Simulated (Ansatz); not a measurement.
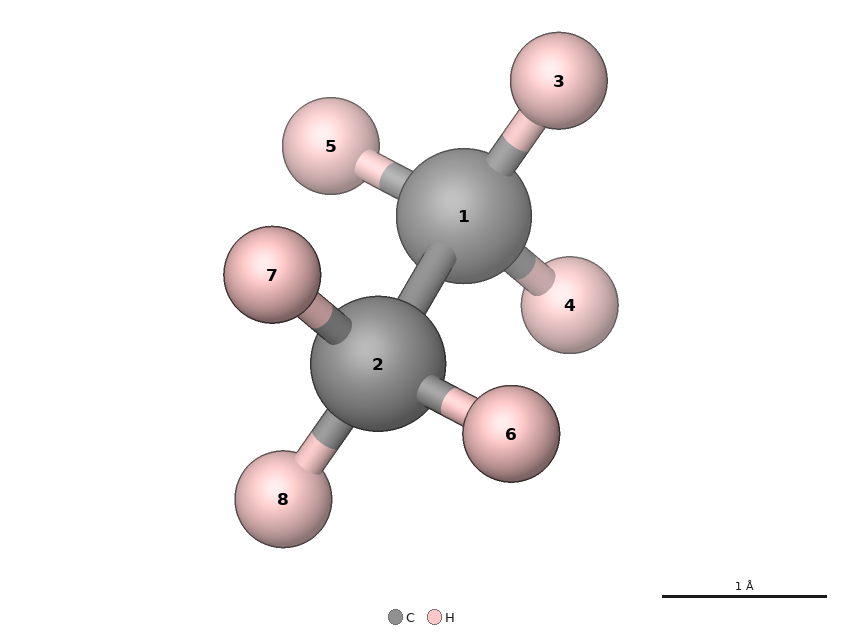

Orthographic view. Depth is shown by fading: the farther an atom, the more it takes the colour of the background. The geometry was computed by an optimisation with PBE0-D4/def2-TZVP.

List the bonded neighbours of every atom.

C1: C2, H3, H4, H5
C2: C1, H6, H7, H8
H3: C1
H4: C1
H5: C1
H6: C2
H7: C2
H8: C2
